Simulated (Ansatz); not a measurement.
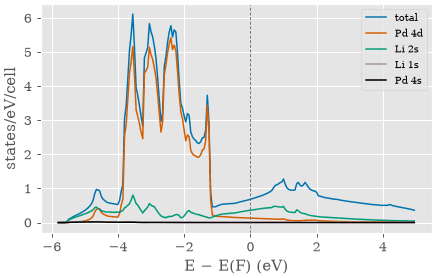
Figure: Total and projected density of states of Li2Pd in space group P6/mmm (No. 191; Pd on 1a, Li on 2d), plane-wave PAW r²SCAN (Ansatz code)

Question: Which orbitals carry the states next to the Fermi level?

Answer: Within 0.5 eV of the Fermi level: Li 2s 52 %, Pd 4d 19 %, outside the projected shells 29 %. Projections are on Löwdin-orthogonalised atomic valence shells; empty p or d shells of many metals are not among them.

Question: Where is the tallest occupied peak in this window, and what makes it?

Answer: Near -3.5 eV, about 6.1 states/eV per cell; the largest projected share is Pd 4d.

The workflow started from an entry of the Crystallography Open Database (COD). Its standing as an ambient phase is unchecked. Symmetry was held in the r²SCAN relaxation; its stability against distortions is not shown here. The run is not spin-polarised. Spin–orbit coupling is left out wherever it is not named.

Potentials: the later of the program's two PAW sets.
